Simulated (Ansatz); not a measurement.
The calculation's input:

```
crystal:
  periodic: [false, false, false]
  atoms:
    - {symbol: C, position_ang: [-2.524114, 0.964395, -0.467371]}
    - {symbol: Cl, position_ang: [-2.756402, 2.021024, 0.977474]}
    - {symbol: F, position_ang: [-1.893690, -1.899146, -1.161637]}
    - {symbol: Ge, position_ang: [-2.127472, -0.835928, 0.230293]}
    - {symbol: H, position_ang: [-3.333927, -1.387854, 1.026778]}
    - {symbol: H, position_ang: [-0.800393, -0.829939, 1.026138]}
    - {symbol: H, position_ang: [-3.451528, 0.981221, -1.070669]}
    - {symbol: H, position_ang: [-1.689877, 1.369164, -1.071159]}
basis:
  gaussian:
    orbitals: def2-TZVPD
hamiltonian:
  xc: {name: PBE0}
output: {forces: true, orbitals: {seedname: orbitals}}
```

Command:

```sh
ansatz run input.yaml --threads 1 --pin off --max-ram 2610MiB --events-out events.jsonl --progress --plain --runs-dir runs
```

Geometry: PBE-D3(BJ)/def2-SVP.

Theory: isolated molecule in a Gaussian basis; Kohn-Sham density functional theory, functional PBE0 in Ansatz.

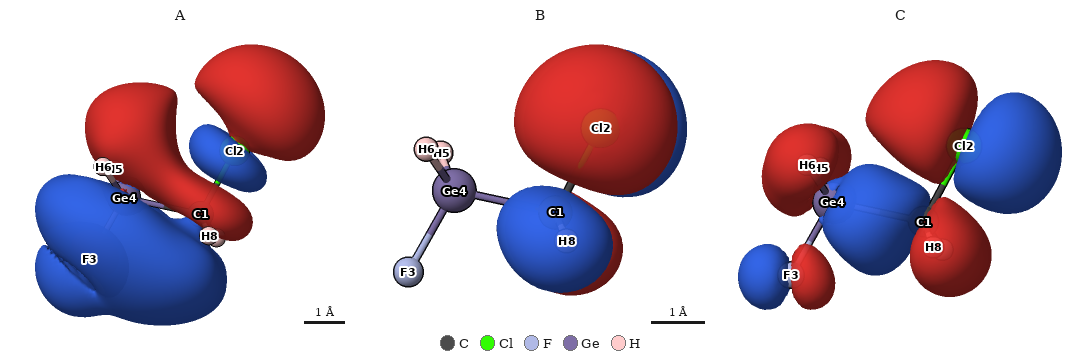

CH₄ClFGe (SMILES [F][GeH2][CH2]Cl). Three frontier orbitals at ±0.05 Å⁻³ᐟ² (red and blue are the two phases), in no order.

Q: Order the three orbitals by energy and name them.

A: B is the HOMO−1 (−8.99 eV). By Hirshfeld shares it lies mainly on Cl2 (about 85 %) and C1 (about 10 %); largely a lone pair of Cl2. C is the HOMO (−8.46 eV). By Hirshfeld shares it lies mainly on Cl2 (about 55 %), C1 (about 20 %) and Ge4 (about 15 %). A is the LUMO (−0.65 eV). By Hirshfeld shares it lies mainly on Ge4 (about 35 %), Cl2 (about 30 %), C1 (about 15 %) and F3 (about 10 %).

Q: What is the HOMO–LUMO gap?

A: 7.81 eV between the orbital energies.
